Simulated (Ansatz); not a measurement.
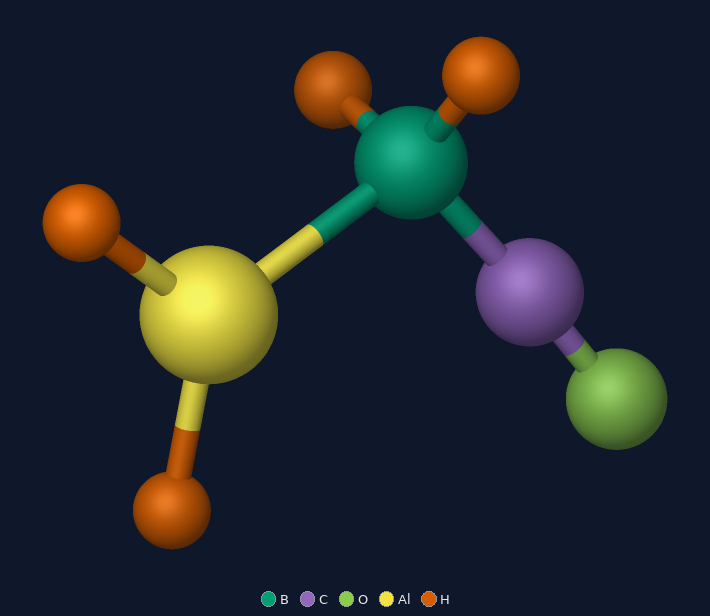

Ball-and-stick drawing of a structure.

Computed geometry: PBE0-D4/def2-TZVP optimisation.

Describe the molecule.

It has 8 atoms: 1 carbon, 4 hydrogen, 1 aluminium, 1 boron and 1 oxygen (CH₄AlBO). This geometry has C1 symmetry. Coordination: 1 B tetrahedral; 1 C linear; 1 Al trigonal planar.

The parts below concern this one geometry. Atoms keep their numbers from picture to picture.

## Vibrations

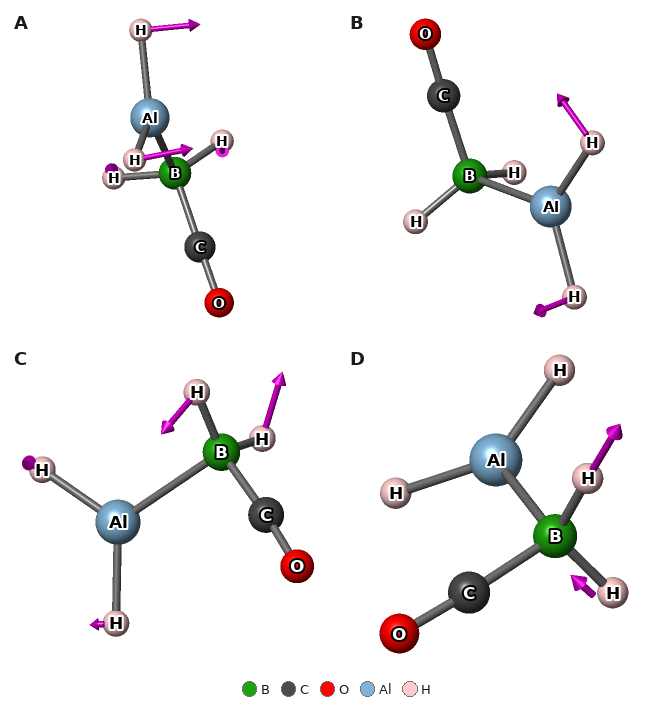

4 normal modes of one molecule or complex, as arrows. Harmonic vibrations computed with RKS PBE0-D4/def2-TZVP (Ansatz 0.2.0) at a stationary point of the same level.

**Match the panels to the wavenumbers 253 cm⁻¹, 617 cm⁻¹, 781 cm⁻¹, 2598 cm⁻¹.**

A: 617 cm⁻¹
B: 781 cm⁻¹, angle bending
C: 253 cm⁻¹, Al–B–H bending
D: 2598 cm⁻¹, out-of-phase stretching of 2 B–H bonds

## Electronic properties

Level of theory: RKS BLYP-D4/def2-TZVPP (Ansatz 0.2.0).

**Give the HOMO energy (Kohn–Sham orbital) at this level.**

−6.15 eV.

**Estimate the dispersion correction.**

−28.3 kJ/mol.

**What is the LUMO energy (Kohn–Sham orbital)?**

−2.25 eV.

## Dipole moment

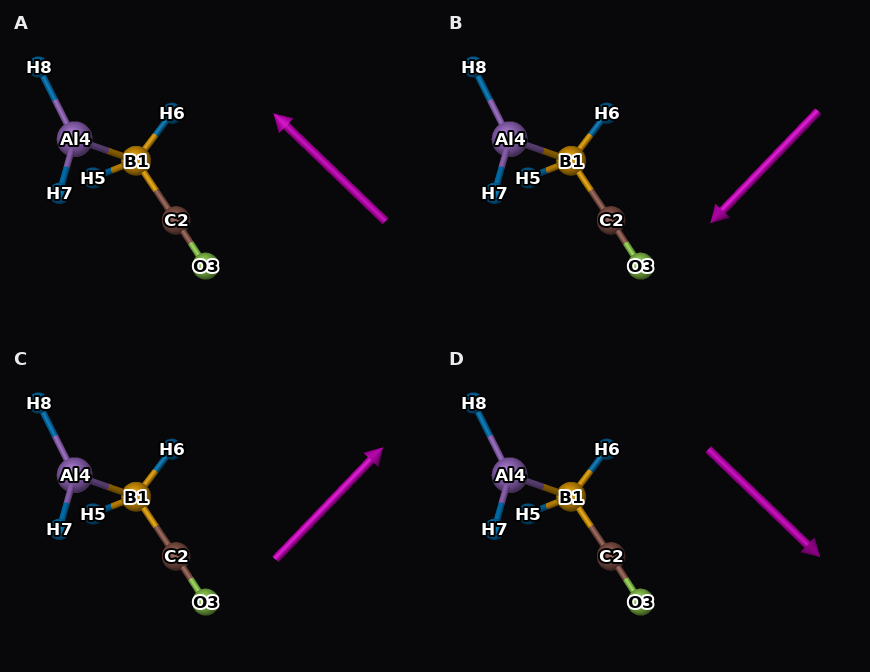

The same molecule four times, each with an arrow. Method: RKS ωB97M-V/def2-TZVPP (Ansatz 0.2.0).

**Which arrow points along the dipole moment, from the negative to the positive end?**

D. The dipole moment is 0.53 D; it points from the side of H8 to the side of O3 (the outermost atoms at the two ends).

## Charges

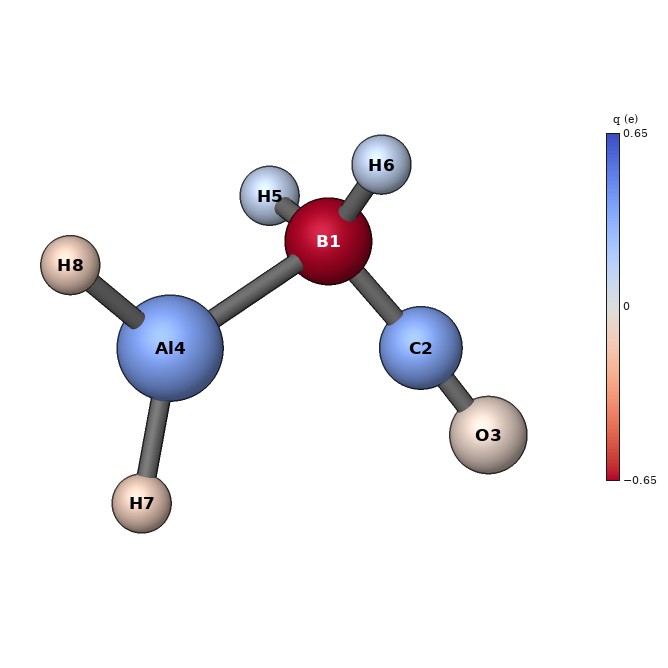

Atoms are coloured by their Mulliken charges. Properties computed with RKS ωB97M-V/def2-TZVPP (Ansatz 0.2.0).

**Which atom carries the highest charge (most positive or least negative)?**

Al4 (0.36 e).

**And the lowest?**

B1 (−0.65 e).

List the Mulliken charges.

```
atom  value (e)
  B1      −0.65
  C2       0.34
  O3      −0.07
 Al4       0.36
  H5       0.12
  H6       0.12
  H7      −0.11
  H8      −0.11
```

Mulliken values depend strongly on the basis set and can even reverse the polarity of a bond.
